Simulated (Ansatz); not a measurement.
CH₇B: several calculations on one system

### Relaxation

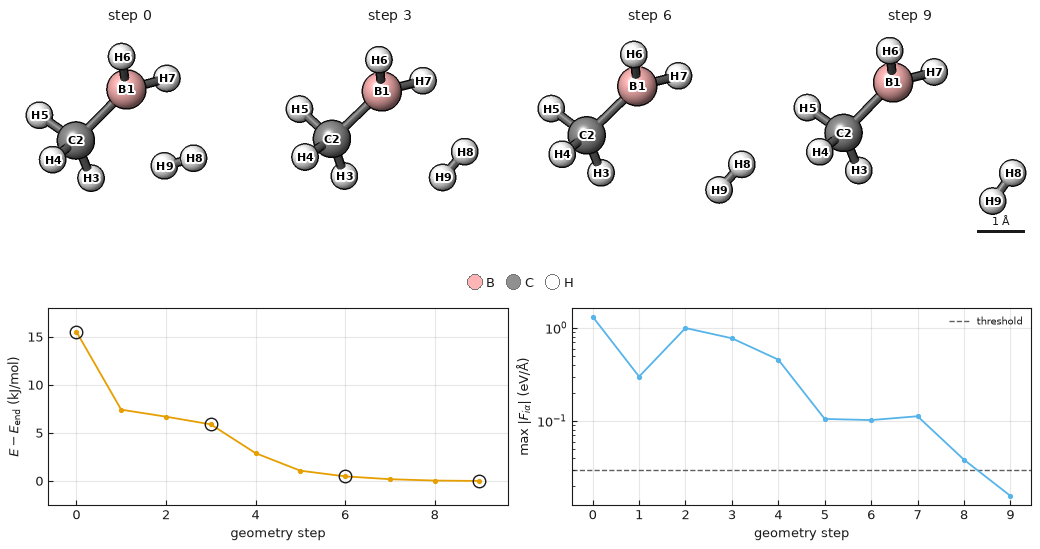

Frames of a relaxation of CH$_{7}$B, marked on the history of the run. The picture is a ball-and-stick view, seen at a tilt.

The run prepares an end point of a later path (reaction) calculation, from a guessed geometry.

The calculation used Ansatz 0.2.0, RKS revPBE/def2-TZVP.

Input file:
```yaml
crystal:
  periodic: [false, false, false]
  atoms:
    - { symbol: B, position_ang: [0.016249, 0.109917, 0.306955] }
    - { symbol: C, position_ang: [0.023001, 0.210275, 1.890246] }
    - { symbol: H, position_ang: [-0.923643, -0.054644, 2.383084] }
    - { symbol: H, position_ang: [0.859928, -0.304269, 2.383841] }
    - { symbol: H, position_ang: [0.180254, 1.2918, 2.094841] }
    - { symbol: H, position_ang: [1.050397, 0.011625, -0.304155] }
    - { symbol: H, position_ang: [-1.004229, 0.266437, -0.314725] }
    - { symbol: H, position_ang: [-0.307433, -2.256605, 0.26563] }
    - { symbol: H, position_ang: [-0.244823, -1.846536, 0.847183] }
basis:
  gaussian: { orbitals: def2-TZVP }
hamiltonian:
  xc: revpbe
relax:
  f_tol: 0.03
  max_steps: 50
```

Launched with:
```bash
ansatz run input.yaml --threads 2 --pin off --max-ram 3072MiB --backend cpu --events-out ev --progress --plain --runs-dir out
```

What happens along the run?

Answer. The atom that moves furthest after the best rigid fit is H9 (1.50 Å). By element the largest moves are H 1.50 Å, B 0.38 Å, C 0.36 Å. Some distances before and after: H8–H9 0.714 → 0.749 Å, B1–C2 1.586 → 1.560 Å. Over 9 geometry steps the energy falls by 15.5 kJ/mol. Largest force component: 1.3 eV/Å at the start, 0.016 eV/Å at the end. From step 0 to 3: H9 moves most (0.55 Å), energy −9.65 kJ/mol. From step 3 to 6: H atoms move most (0.54 Å), energy −5.41 kJ/mol. From step 6 to 9: H9 moves most (0.44 Å), energy −0.48 kJ/mol.

### Relaxation

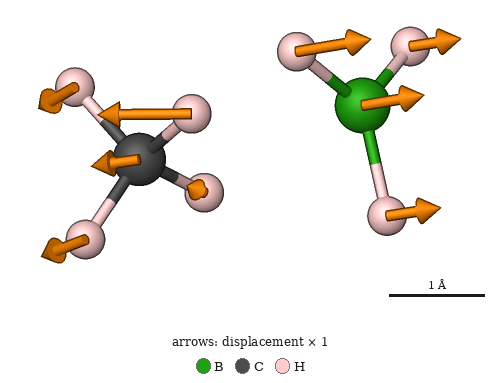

This is a relaxation of CH7B. The starting structure is drawn; orange arrows show the displacements, at their true length. The two geometries are superimposed by the best rigid fit.

A ball-and-stick model, seen at a tilt.

The run prepares an end point of a later path (reaction) calculation, from a guessed geometry.

The calculation used Ansatz, RKS revPBE/def2-TZVP. Set-up: no spin polarisation; force threshold 0.03 eV/Å; at most 50 steps.

> Atoms of which element are displaced furthest, and by how much?

Hydrogen: up to 1.01 Å, against 0.72 Å for boron.

> What happened in the run?

An H atom moves most after the best rigid fit: 1.01 Å. Largest moves by element: H 1.01 Å, B 0.72 Å, C 0.56 Å. Among the contacts that change: C–H 1.113 → 1.098 Å, B–H 1.194 → 1.201 Å. Among the angles between lasting bonds that change: H–C–H 106.7° → 109.4°. Over 14 geometry steps the energy falls by 1.47 kcal/mol. The largest force component goes from 0.26 to 0.011 eV/Å. Cost: 14 s on 2 threads of Arm Neoverse V2, with other jobs on the host, peak memory 0.13 GiB.

### Path

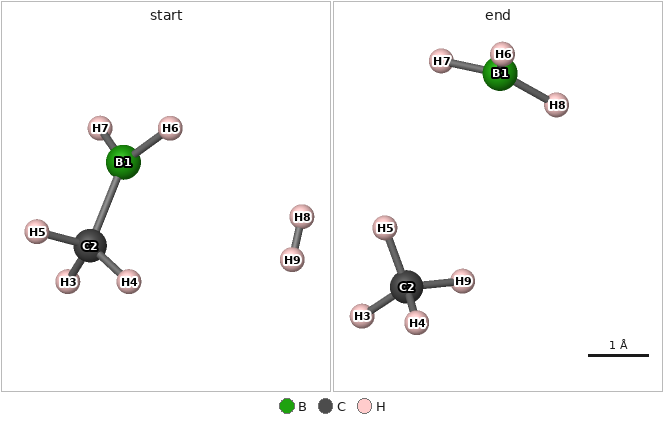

The two relaxed end points of a path for CH$_{7}$B, made up at the start of CH₅B and H2. Style: ball-and-stick. Shown at a tilt.

The calculation used Ansatz, RKS revPBE/def2-TZVP.

Settings: 5 movable images; climbing image; force threshold 0.03 eV/Å; iteration limit 60.

Start:
```xyz
9

B     0.0669    0.4801    0.4282
C     0.0710    0.5480    1.9871
H    -0.8778    0.2754    2.4720
H     0.9115    0.0361    2.4780
H     0.2149    1.6310    2.2040
H     1.0948    0.3481   -0.1899
H    -0.9553    0.6260   -0.1962
H    -0.4322   -3.2066   -0.1861
H    -0.4442   -3.3100    0.5560
```

End:
```xyz
9

B    -0.0707   -0.4585   -1.1898
C    -0.0137   -0.1479    2.8626
H    -0.9319    0.0846    3.4168
H     0.8291   -0.2210    3.5618
H     0.1851    0.6511    2.1362
H     1.0266    0.0277   -1.2403
H    -1.0418    0.2484   -1.2040
H    -0.1968   -1.6511   -1.1293
H    -0.1361   -1.1052    2.3389
```

Predict the minimum-energy path and its barrier.

The highest point, image 3, lies 0.50 eV above the start and 0.62 eV above the end; the end is at −0.13 eV relative to the start. Breaking: B1–C2 (1.56 → 1.79 at the top → 4.06 Å), H8–H9 (0.75 → 1.13 at the top → 3.51 Å). Forming: B1–H8 (3.77 → 1.28 at the top → 1.20 Å), C2–H9 (4.15 → 1.45 at the top → 1.10 Å). The band is converged. At the top, the vibrational analysis gives one imaginary mode (972i cm⁻¹), as a transition state must have.

Energies of the converged images:

```tsv
image	path (Å)	E (eV)
0	0.00	0.000
1	1.09	0.015
2	2.18	0.084
3	3.27	0.499
4	4.36	-0.088
5	5.46	-0.117
6	6.55	-0.126
```

The geometry at the top of the path:

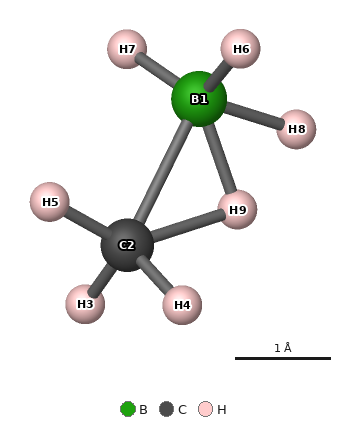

Limits of the set-up: the start holds two separate molecules, 3.8 Å apart at their closest, whose relative position is a soft coordinate and is computed without a dispersion correction.

The run took 62 s on 2 threads of Arm Neoverse V2 (shared host), peak memory 0.14 GiB.
